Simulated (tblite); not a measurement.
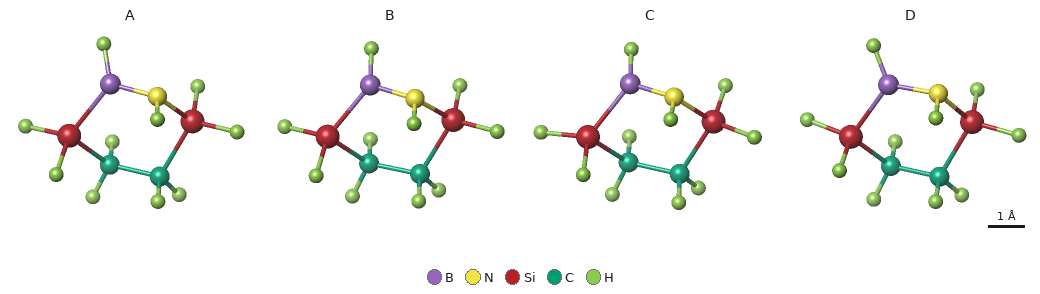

4 geometries from one relaxation of C₂H₁₀BNSi₂, in shuffled order. The picture is a ball-and-stick view, seen from a free direction.

All numbers below come from tblite 0.8.0, GFN2-xTB geometry optimisation, gas phase. 

Order the frames from highest to lowest energy.

D, A, B, C. They are steps 0, 19, 26, 79, at +11.3 kcal/mol, +2.70 kcal/mol, +0.95 kcal/mol relative to the last. The atom that moves furthest after the best rigid fit is an H atom (0.92 Å). By element the largest moves are H 0.92 Å, Si 0.24 Å, B 0.18 Å, N 0.16 Å, C 0.15 Å. Among the contacts that change: B–N 1.512 → 1.431 Å, C–Si 1.875 → 1.940 Å, N–Si 1.793 → 1.746 Å, H–N 1.060 → 1.014 Å. Bond angles that change, for instance: B–Si–H 111.6° → 123.8°, B–Si–C 104.5° → 92.6°, B–Si–H 109.3° → 119.8°. Groups turn about B–N by about 30°. After 79 geometry steps the energy has fallen by 11.3 kcal/mol. Cost: 0.88 s on 1 thread of Arm Neoverse N1, on a shared host.
